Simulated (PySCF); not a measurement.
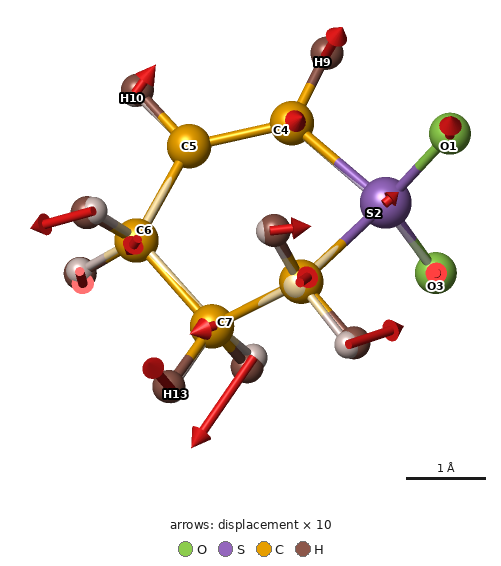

This is a relaxation of C₅H₈O₂S. The starting structure is drawn faded, the final one solid; red arrows show the displacements, 10 times their true length. The two geometries are superimposed by the best rigid fit.

A ball-and-stick model, seen at a tilt.

The start comes from GFN2-xTB.

All numbers below come from PBE0-D3(BJ)/def2-SVP geometry optimisation, gas phase in PySCF. 

**What happened in the run?**

After 5 geometry steps the energy has fallen by 3.14 kcal/mol. Largest force component: 1.6 eV/Å at the start, 0.0093 eV/Å at the end. The atom that moves furthest after the best rigid fit is an H atom (0.14 Å). Largest moves by element: H 0.14 Å, C 0.05 Å, O 0.05 Å, S 0.02 Å. Among the contacts that change: O–S 1.439 → 1.462 Å, C–S 1.816 → 1.793 Å, C–S 1.790 → 1.769 Å, C–H 1.075 → 1.094 Å. Among the angles between lasting bonds that change: S–C–C 105.1° → 109.4°, S–C–H 107.3° → 104.1°, O–S–O 117.6° → 120.2°. The run took of the order of 60 core-seconds on a shared host.
